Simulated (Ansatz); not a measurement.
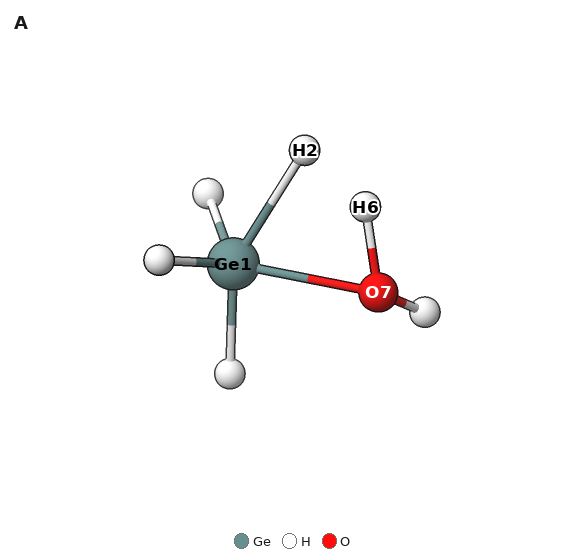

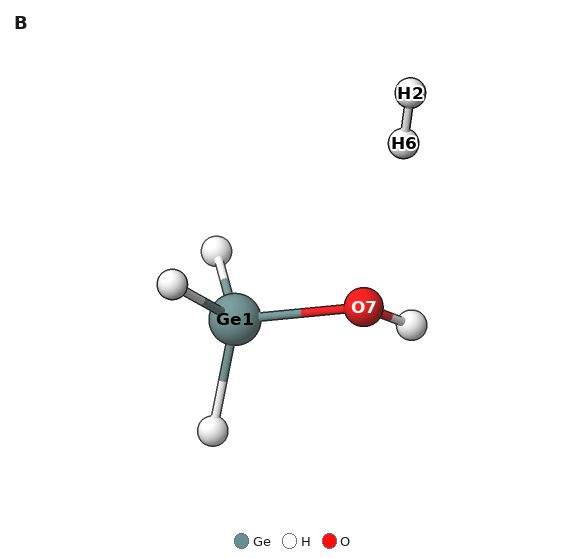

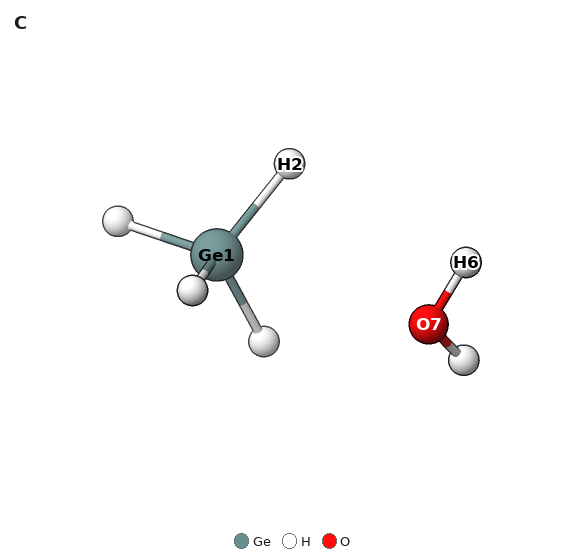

Three stationary points along one reaction path, in mixed order. Sticks follow a distance rule, so a partial bond may show as a full stick or not at all. Charge 0, singlet. Geometries: PBE0-D4/def2-TZVP; all other levels are single points on them, and energies count from the start as drawn. Program: Ansatz 0.2.0. In CBS estimates cores are frozen, and CCSD(T) − MP2 is taken in the smaller basis.

Question: Which panel shows the transition state?

Answer: A.

Question: Which bonds form and which break from C to B?

Answer: Formed: Ge1–O7, H2–H6; broken: Ge1–H2, H6–O7. At the saddle point Ge1···O7 is 2.02 Å, H2···H6 is 1.09 Å, Ge1···H2 is 1.91 Å, H6···O7 is 1.15 Å.

Give the electronic barrier and the reaction energy from C to B in kJ/mol (no zero-point energy) with CCSD(T)/CBS (MP2 limit from def2-TZVPP and def2-QZVPP plus CCSD(T) − MP2); RHF-CCSD(T) (frozen core)/def2-TZVPP; r2SCAN-D4/def2-TZVPP.

```json
{"level": "CCSD(T)/CBS (MP2 limit from def2-TZVPP and def2-QZVPP plus CCSD(T) − MP2)", "barrier": "215.9", "reaction energy": "+7.1"}
{"level": "RHF-CCSD(T) (frozen core)/def2-TZVPP", "barrier": "211.2", "reaction energy": "+5.7"}
{"level": "r2SCAN-D4/def2-TZVPP", "barrier": "187.6", "reaction energy": "+4.5"}
```
